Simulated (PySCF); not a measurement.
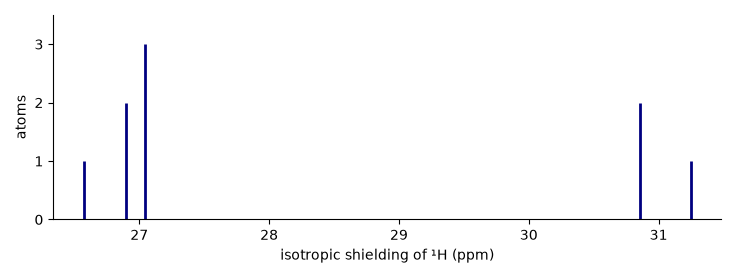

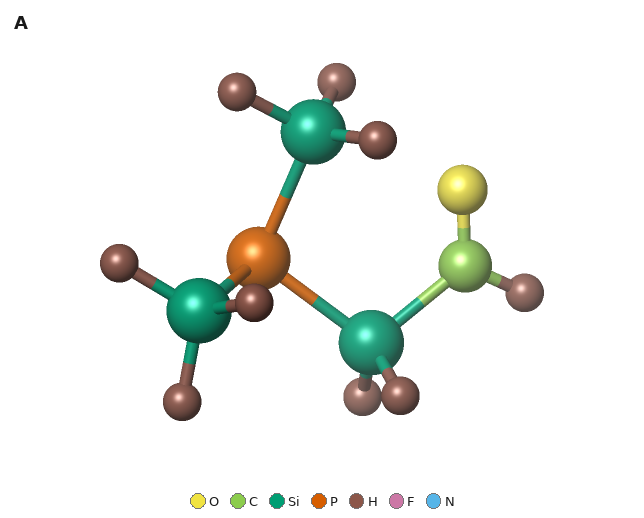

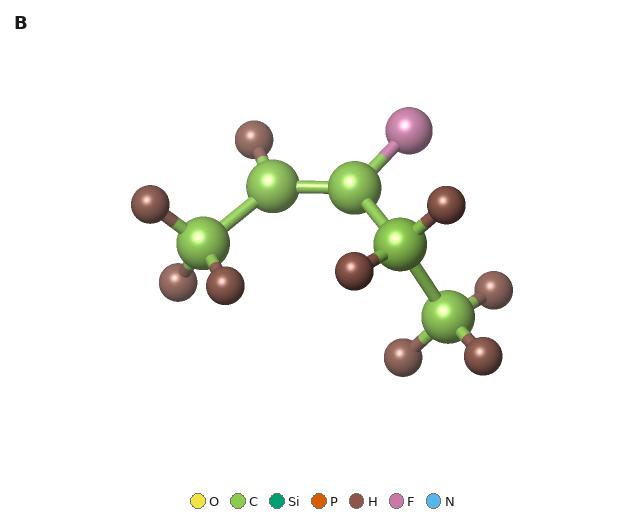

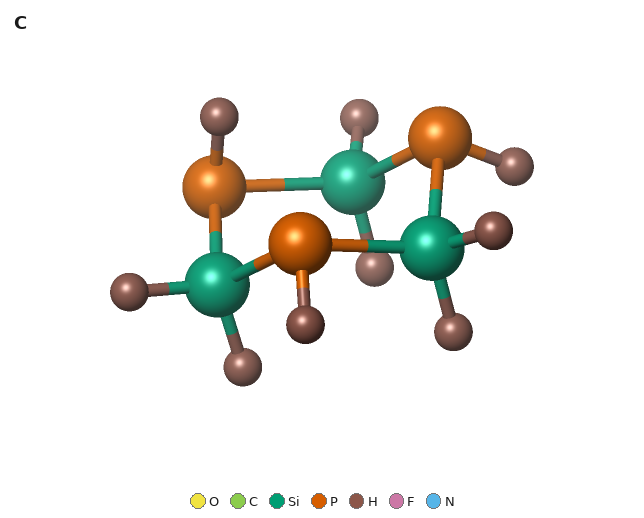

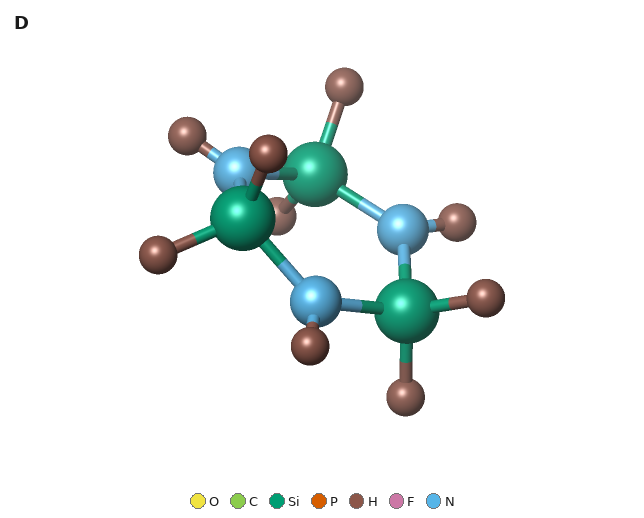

The sticks are computed shieldings of one of the molecules, for one fixed geometry (GFN2-xTB) without averaging over rotations. Low shielding means a high chemical shift. Method: GIAO PBE0/pcSseg-1 NMR shielding, non-relativistic, gas phase (PySCF 2.14.0).

Which molecule gives this pattern?

Answer. C, `[SiH2]1P[SiH2]P[SiH2]P1`. Its 9 H atoms give lines at 26.57, 26.90 (2 atoms), 27.04 (3 atoms), 30.85 (2 atoms), 31.25 ppm.

The geometry is semi-empirical. Around P, Si such bond lengths and angles can be off by a tenth of an ångström or more and by several degrees, and values that hang on the shape move with them.
